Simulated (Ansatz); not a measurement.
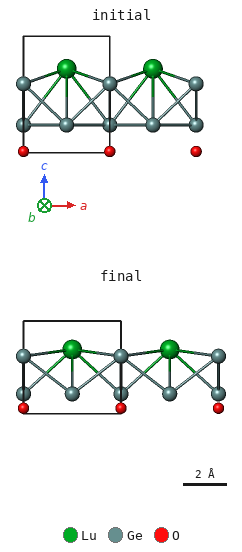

The structure of solid LuGe3O (a generated structure, set up in P4mm) (coarse preliminary run) before (top) and after (bottom) a relaxation, at one scale.

The picture is a ball-and-stick view of the cell of the calculation, repeated 2 × 1 × 1 with one cell outlined, seen along the b axis.

The calculation used Ansatz 0.2.0, DFT PBE, scalar-relativistic, plane waves, PAW. Set-up: plane-wave cutoff 420 eV; k-point mesh 4 × 4 × 4; occupations gaussian; smearing width 0.1 eV; no spin polarisation; cell and atoms relaxed; force threshold 0.04 eV/Å; at most 70 steps.

Question: Summarise the run.

Answer: The atom that moves furthest relative to the cell is the O atom (0.21 Å along +c). Largest moves by element: O 0.21 Å, Lu 0.12 Å, Ge 0.12 Å. Cell: a = b 4.023 → 4.543 Å (+12.9 %), c 5.420 → 4.320 Å (−20.3 %). Volume +1.7 %. Near-neighbour distances that change, for instance: Ge–O 2.268 → 1.896 Å, Ge–Ge 2.845 → 3.213 Å, Lu–O 3.248 → 3.581 Å, Ge–Lu 2.930 → 3.228 Å. Among the angles between lasting bonds that change: Lu–Ge–Lu 75.0° → 95.3°, Lu–Ge–Lu 106.8° → 87.1°, Lu–Ge–Lu 71.5° → 90.5°. The space group stays P4mm (No. 99). After 14 accepted moves (18 points after the start) the energy has fallen by 200 meV per atom. The largest force component goes from 1.1 to 0.023 eV/Å. The pressure goes from 3.80 to −0.15 GPa. The line search rejected the trial steps at points 3, 8 of the run. At 2 points the geometry stayed and the basis and grid were re-selected for the new cell (energy shift of 11.8 meV per atom at most each time).

Limits of the set-up: the k-point mesh is coarse for a cell with partly filled bands.
